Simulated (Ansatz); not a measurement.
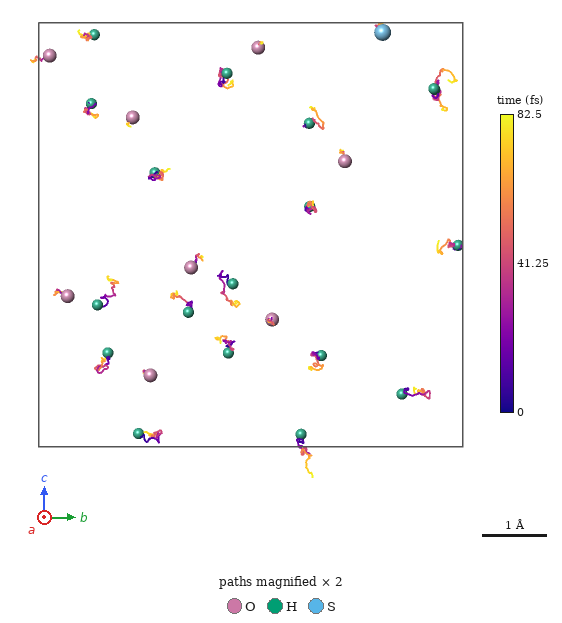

First-principles dynamics of a periodic cell with 8 H2O + 1 SH2 at 0.986 g/cm³, 82 fs long. It starts from the last geometry of an earlier run, with fresh velocities. Lines trace each atom's path, coloured by time; spheres stand at the starting positions. The excursions are magnified 2 times. Seen along the a axis in the simulation cell.

Theory: DFT r2SCAN-D3(BJ), scalar-relativistic, plane waves, PAW in Ansatz. Settings: plane-wave cutoff 500 eV; k-point mesh 1 × 1 × 1; Fermi-Dirac smearing 0.05 eV; low-accuracy preset; Langevin thermostat (NVT); set temperature 300 K; time step 0.75 fs; H given the mass 2.014 u; friction 1 per fs.

**Describe the motion.**

Root-mean-square distances from the starting positions over the second half, with the common drift of all atoms taken out: H 0.17 Å, O 0.09 Å, S 0.07 Å. The heavy atoms stay within a fraction of a molecule's size of their starting places; so short a run doesn't tell a liquid from a solid. Over the second half the temperature averages 290 K (spread ±42 K). The potential energy in the second half lies on average 9.1 meV per atom above the first frame. The friction is so strong that the slow modes are overdamped, and the motion no longer resembles free dynamics.

Limits of the set-up: the program's low-accuracy preset was used; masses were changed (H 2.014 u), which shifts the vibrations; the periodic images lie only 6.7 Å apart, so the values are limited by the cell's size.
